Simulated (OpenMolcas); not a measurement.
# GaSiH4O (SMILES [SiH3][O][GaH]): levels of theory compared

Aim: a comparison of 6 runs (UB3LYP/6-31G*, U-r2SCAN/cc-pVDZ, U-revPBE/cc-pVDZ, UBHLYP/cc-pVDZ, UM06-2X/cc-pVDZ, ROCCSD(T)/cc-pVDZ) of GaSiH4O. 

The results are computed with OpenMolcas 26.06.

1 further run of the same task is left out (set aside as unsound or not needed).

## (1) Starting point

The species is GaSiH4O (7 atoms), meant as a doublet with charge 0. As SMILES, `[SiH3][O][GaH]`. Geometry: relaxed at PBE0-D4/def2-TZVP. This is one conformer, not always the lowest.

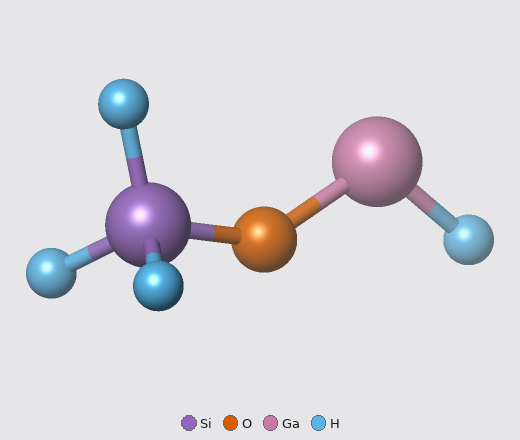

Viewed from a chosen angle; silicon purple, oxygen orange, gallium pink, hydrogen blue.

## (2) Energy and gradient at UB3LYP/6-31G(d) (Cartesian functions) (run 1)

The input, job.inp:

```
* GaH4OSi Kohn-Sham DFT

&GATEWAY
 BasLib
 $CurrDir
 Coord
 7
 angstrom
 Si      -0.907100       0.576700      -0.244500
 O        0.281700      -0.375400       0.340400
 Ga       1.972300      -0.895800       0.047800
 H       -2.099000      -0.248300      -0.578700
 H       -0.473700       1.297400      -1.475800
 H       -1.295700       1.586500       0.776300
 H        2.521500      -1.941000       1.134400
 Basis
 6-31Gs
 Group
 NoSym

&SEWARD
 GridInput
 Grid=UltraFine
 End of Grid

&SCF
 UHF
 Spin
 2
 KSDFT
 B3LYP
 Thresholds
 1e-10 1e-07 1e-07 1e-05
 PrOrbitals
 1 1

&ALASKA
```

The basis set 6-31G* is read from a file made from the Basis Set Exchange's data (not shown).

On the command line:

```bash
$ export MOLCAS_MEM=1860
$ pymolcas job.inp > job.log
```

What it wrote:

```text
--- Start Module: gateway ---
[...]
--- Stop Module: gateway /rc=_RC_ALL_IS_WELL_ ---
[...]
      Basis functions           77
[...]
--- Start Module: scf ---
[...]
       Convergence after  16 Iterations
[...]
::    Total KS-DFT energy                           -2291.7668807484
[...]
      Total spin, S                                     0.5020589106
[...]
      Total electronic charge=   57.000000
      Total            charge=   -0.000000
[...]
      Dipole Moment (debye):
      Origin of the operator (angstrom)=    0.9725   -0.4354    0.0150
                   X=  1.0953E+00               Y= -1.7125E-01               Z= -4.1560E-01           Total=  1.1839E+00
      Quadrupole Moment (debye*angstrom):
[...]
--- Stop Module: scf /rc=_RC_ALL_IS_WELL_ ---
[...]
--- Start Module: alaska ---
[...]
 *              Molecular gradients               *
 **************************************************
  Irreducible representation: a
 ------------------------------------------------------------------------------------------
                              X                       Y                       Z
 ------------------------------------------------------------------------------------------
  SI1               8.24564245006698E-03   -7.12680887934702E-03    4.67174454036012E-03
  O2               -2.21714301520137E-03    6.68105602916857E-03   -7.66521409406451E-03
  GA3              -7.29062861174512E-03   -3.70587624896501E-04    4.79161163372144E-03
  H4                8.59723483500829E-04   -3.91004309815202E-04    3.62636921566573E-04
  H5                7.03948285184497E-04   -6.76110842071420E-04    5.62847022654189E-04
  H6                7.72886489685876E-04   -6.87408600088535E-04    1.13308661567224E-04
  H7               -1.07442908153876E-03    2.57086422705743E-03   -2.83693468581925E-03
 ------------------------------------------------------------------------------------------
--- Stop Module: alaska /rc=_RC_ALL_IS_WELL_ ---
[...]
```

Wall time 34 s (1 thread of Intel Xeon 6975P-C (Granite Rapids), shared host); peak memory 0.44 GiB.

## (3) The energy at U-r2SCAN/cc-pVDZ (run 2)

The input, struct.xyz:

```xyz
7

Si    -0.907100     0.576700    -0.244500
O      0.281700    -0.375400     0.340400
Ga     1.972300    -0.895800     0.047800
H     -2.099000    -0.248300    -0.578700
H     -0.473700     1.297400    -1.475800
H     -1.295700     1.586500     0.776300
H      2.521500    -1.941000     1.134400
```

The input, run.inp:

```
* GaH4OSi Kohn-Sham DFT

&GATEWAY
  BASLIB
  $CurrDir
  COORD
  struct.xyz
  BASIS
  cc-pVDZ
  GROUP
  NoSym

&SEWARD
  GRIDINPUT
  Grid=UltraFine
  End of Grid

&SCF
  UHF
  SPIN
  2
  KSDFT
  2
  1.0 MGGA_X_R2SCAN
  1.0 MGGA_C_R2SCAN
  THRESHOLDS
  1e-10 1e-07 1e-07 1e-05
  PRORBITALS
  1 1
```

The basis set cc-pVDZ is read from a file made from the Basis Set Exchange's data (not shown).

On the command line:

```bash
$ export MOLCAS_MEM=1860
$ pymolcas run.inp > run.log
```

What it wrote:

```text
--- Start Module: gateway ---
[...]
--- Stop Module: gateway /rc=_RC_ALL_IS_WELL_ ---
--- Start Module: seward ---
[...]
      Basis functions           79
--- Stop Module: seward /rc=_RC_ALL_IS_WELL_ ---
[...]
--- Start Module: scf ---
[...]
       Convergence after  15 Iterations
[...]
::    Total KS-DFT energy                           -2291.8716007920
[...]
      Total spin, S                                     0.5033201926
[...]
      Total electronic charge=   57.000000
      Total            charge=   -0.000000
[...]
      Dipole Moment (debye):
      Origin of the operator (angstrom)=    0.9725   -0.4354    0.0150
                   X=  1.1662E+00               Y= -1.9383E-01               Z= -4.2671E-01           Total=  1.2568E+00
      Quadrupole Moment (debye*angstrom):
[...]
--- Stop Module: scf /rc=_RC_ALL_IS_WELL_ ---
[...]
```

Wall time 47 s (1 thread of Intel Xeon 6975P-C (Granite Rapids), shared host); peak memory 0.44 GiB.

Run 3 isn't shown in full; the table further down has it.

## (4) Energy and forces at UBHLYP/cc-pVDZ (run 4)

The input, job.inp:

```
&GATEWAY
BasLib
$CurrDir
Coord
7
angstrom
Si      -0.907100       0.576700      -0.244500
O        0.281700      -0.375400       0.340400
Ga       1.972300      -0.895800       0.047800
H       -2.099000      -0.248300      -0.578700
H       -0.473700       1.297400      -1.475800
H       -1.295700       1.586500       0.776300
H        2.521500      -1.941000       1.134400
Basis
cc-pVDZ
Group
NoSym
&SEWARD
GridInput
Grid=UltraFine
End of Grid
&SCF
UHF
Spin
2
KSDFT
HYB_GGA_XC_BHANDHLYP
Thresholds
1e-10 1e-07 1e-07 1e-05
PrOrbitals
1 2
&ALASKA
```

The basis set cc-pVDZ is read from a file made from the Basis Set Exchange's data (not shown).

On the command line:

```bash
$ export MOLCAS_MEM=1860
$ pymolcas job.inp > job.log
```

What it wrote:

```text
--- Start Module: gateway ---
[...]
--- Stop Module: gateway /rc=_RC_ALL_IS_WELL_ ---
[...]
      Basis functions           79
[...]
--- Start Module: scf ---
[...]
       Convergence after  15 Iterations
[...]
::    Total KS-DFT energy                           -2291.8892999101
[...]
      Total spin, S                                     0.5035869050
[...]
      Total electronic charge=   57.000000
      Total            charge=   -0.000000
[...]
      Dipole Moment (debye):
      Origin of the operator (angstrom)=    0.9725   -0.4354    0.0150
                   X=  1.3573E+00               Y= -1.6196E-01               Z= -5.8239E-01           Total=  1.4858E+00
      Quadrupole Moment (debye*angstrom):
[...]
--- Stop Module: scf /rc=_RC_ALL_IS_WELL_ ---
[...]
--- Start Module: alaska ---
[...]
 *              Molecular gradients               *
 **************************************************
  Irreducible representation: a
 ------------------------------------------------------------------------------------------
                              X                       Y                       Z
 ------------------------------------------------------------------------------------------
  SI1               1.57039612153653E-02   -1.15984331123116E-02    6.31348412002453E-03
  O2               -1.15784734550282E-02    1.01305060283605E-02   -6.80987470261485E-03
  GA3              -4.45035042745445E-03    2.02454923454809E-03   -1.10651246961524E-04
  H4                6.41312676048500E-05   -2.17852744375246E-04    1.66806576194389E-04
  H5                1.63188223887278E-05    3.98239592218630E-05    3.97046479694296E-06
  H6                1.39222557520746E-04   -1.46737129535168E-04    1.86513211614781E-04
  H7                1.05190019772827E-04   -2.31856235987316E-04    2.49751576928858E-04
 ------------------------------------------------------------------------------------------
--- Stop Module: alaska /rc=_RC_ALL_IS_WELL_ ---
[...]
```

Wall time 37 s (1 thread of Intel Xeon 6975P-C (Granite Rapids), shared host); peak memory 0.44 GiB.

Run 5 isn't shown in full; the table further down has it.

## (5) A single-point energy at ROCCSD(T)/cc-pVDZ (run 6)

The input, input.xyz:

```xyz
7

Si    -0.907100     0.576700    -0.244500
O      0.281700    -0.375400     0.340400
Ga     1.972300    -0.895800     0.047800
H     -2.099000    -0.248300    -0.578700
H     -0.473700     1.297400    -1.475800
H     -1.295700     1.586500     0.776300
H      2.521500    -1.941000     1.134400
```

The input, test.input:

```
&GATEWAY
  BasLib = $CurrDir
  Coord = input.xyz
  Basis = cc-pVDZ
  Group = NoSym

&SEWARD

&SCF
  UHF
  Spin = 2
  Thresholds = 1e-10 1e-07 1e-07 1e-05
  PrOrbitals = 0

&RASSCF
  FileOrb = $Project.UnaOrb
  Spin = 2
  Nactel = 1 0 0
  Inactive = 28
  Ras2 = 1
  OutOrbitals = Canonical
  OrbListing = Nothing

&MOTRA
  JobIph
  Frozen = 15

&CCSDT
  CCT
  Triples = 3
  Iterations = 80
  Accuracy = 1e-08
  Extrapolation = 5 4
```

The basis set cc-pVDZ is read from a file made from the Basis Set Exchange's data (not shown).

On the command line:

```bash
$ export MOLCAS_MEM=1860
$ pymolcas test.input > test.log
```

What it wrote:

```text
--- Start Module: gateway ---
[...]
--- Stop Module: gateway /rc=_RC_ALL_IS_WELL_ ---
[...]
      Basis functions           79
[...]
       Convergence after  17 Iterations
[...]
::    Total SCF energy                              -2289.3703401742
[...]
      Total spin, S                                     0.5056576337
[...]
      Number of active orbitals                  1
[...]
      Spin quantum number                      0.5
[...]
      Active orbitals                            1
[...]
      Number of CSFs                             1
[...]
      Number of root(s) required                 1
[...]
      Convergence after  8 iterations
[...]
      printout of CI-coefficients larger than  0.05 for root  1
      energy=   -2289.367977
      conf/sym  1     Coeff  Weight
             1  u   1.00000 1.00000
      Natural orbitals and occupation numbers for root  1
      sym 1:   1.000000
      ************************************************************************************************************************
      *                                                    Final results                                                     *
[...]
::    RASSCF root number  1 Total energy:  -2289.36797651
[...]
      Total electronic charge=   57.000000
      Total            charge=   -0.000000
[...]
      Dipole Moment (debye):
      Origin of the operator (angstrom)=    0.9725   -0.4354    0.0150
                   X=  1.5466E+00               Y= -7.9589E-02               Z= -8.0514E-01           Total=  1.7454E+00
      Quadrupole Moment (debye*angstrom):
[...]
--- Start Module: motra ---
[...]
      *** WARNING: Default frozen orbitals is overwritten by user input.
      *** Default values:  17
[...]
--- Stop Module: motra /rc=_RC_ALL_IS_WELL_ ---
--- Start Module: ccsdt ---
[...]
      Convergence after                    19  Iterations
      Total energy (diff) :   -2289.75871817       0.00000000
[...]
 METHOD                       : CCSD+T(CCSD)+<T3(1)WT1>+<T3(1)UT2> = CCSD(T)
[...]
       CCSD     =     -2289.7587181745280
[...]
--- Stop Module: ccsdt /rc=_RC_ALL_IS_WELL_ ---
[...]
```

Wall time 36 s (1 thread of Intel Xeon 6975P-C (Granite Rapids), shared host); peak memory 0.44 GiB.

## (6) Overview of the runs

```csv
run,level,Cartesian functions,task,energy (Eh),dipole moment (D),HOMO energy (eV),LUMO energy (eV),wall time
1,UB3LYP/6-31G* (Cartesian functions),yes,gradient,-2291.766881,1.18,-5.83,-3.25,34 s
2,U-r2SCAN/cc-pVDZ,no,energy,-2291.871601,1.26,-5.38,-3.34,47 s
3,U-revPBE/cc-pVDZ,no,gradient,-2291.718808,1.13,-4.94,-3.62,36 s
4,UBHLYP/cc-pVDZ,no,gradient,-2291.889300,1.49,-7.01,-2.09,37 s
5,UM06-2X/cc-pVDZ,no,energy,-2291.896990,1.42,-7.06,-2.85,43 s
6,ROCCSD(T)/cc-pVDZ,no,energy,-2289.768938,–,–,–,36 s
```

## (7) Results

| quantity | value |
| --- | --- |
| run 6: total energy | -2289.76894 Eh |
| run 6: (T) correction | -10.22 mEh |

In words: Over runs 1, 2, 3, 4, 5 the dipole moment (its size) runs from 1.13 D (U-revPBE/cc-pVDZ) to 1.49 D (UBHLYP/cc-pVDZ). Totals of different functionals can't be ranked against each other. All runs together took 3.9 min, the longest 47 s.
